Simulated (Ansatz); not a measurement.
## A computed series for NbP: response to strain

Take NbP (space group I4_1md, No. 109; a = 3.347 Å, c = 11.430 Å; relaxed with 0.1 eV smearing) as the base. Axes: x, y, z lie along a, b, c of the conventional cell.

Strains are applied to the cell and any free atomic positions relax; under biaxial strain the out-of-plane vector relaxes too.

The values are results of PBE (Ansatz, a program for electronic structure, PAW, without spin-orbit coupling), not measurements.

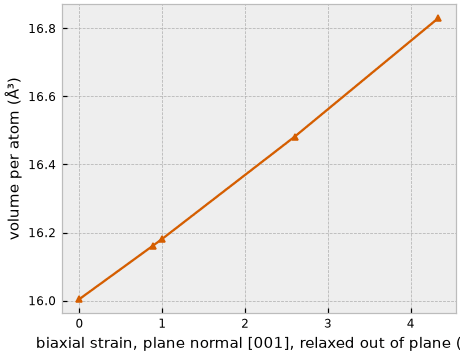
Volume per atom against biaxial strain, plane normal [001], relaxed out of plane

Q: From the plot, what is the volume per atom for biaxial strain +4.33 %, plane normal [001], relaxed out of plane?

A: About 16.83 Å³.

Q: Is the trend monotonic over the range shown?

A: Yes, it rises throughout, spanning 16.00 Å³ to 16.83 Å³.

No phonon test of stability was made. All final runs are without spin polarisation.
